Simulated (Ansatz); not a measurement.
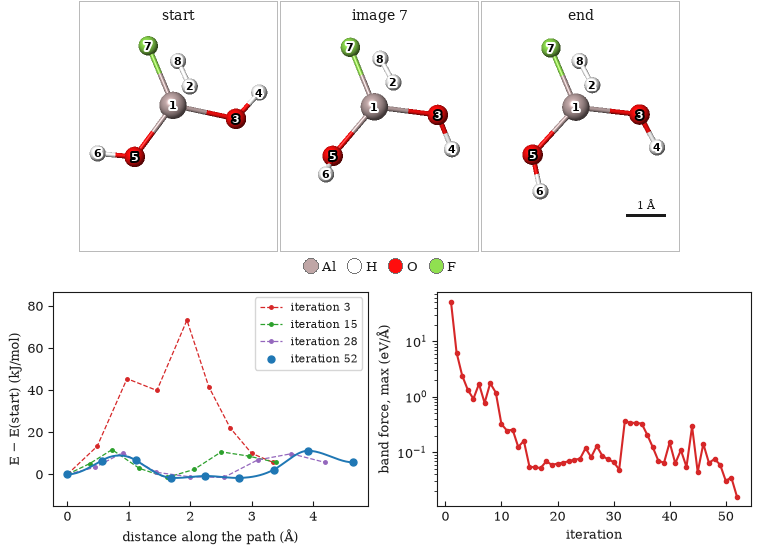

NEB run on AlH4O2F, made up at the start of AlH₂O₂F and H₂. Images are numbered from 0 (start) to 8 (end). The plot follows the band through its iterations. Style: ball-and-stick. Shown from a free direction.

All numbers below come from RKS PBE-D4/def2-SVP in Ansatz. Settings: 7 movable images; climbing image; force threshold 0.03 eV/Å; iteration limit 60; starting path through a guess of the saddle point.

> How did the profile develop, and is the result final?

The run is converged, with reservations. The band converged in 52 iterations. The largest component of the band force went from 52 to 0.016 eV/Å. The climbing image converged on the top of the path. Its vibrational analysis gives one imaginary mode (293i cm⁻¹), as a transition state must have. The first iteration put the highest image at 929.9 kJ/mol. Relative to the start the highest point is image 7 at +11.2 kJ/mol and the end lies at +5.7 kJ/mol, but the profile dips to −1.7 kJ/mol at image 5 on the way, so the process runs in steps.

Limits of the set-up: the start holds two separate molecules, 2.3 Å apart at their closest, whose relative position is a soft coordinate.
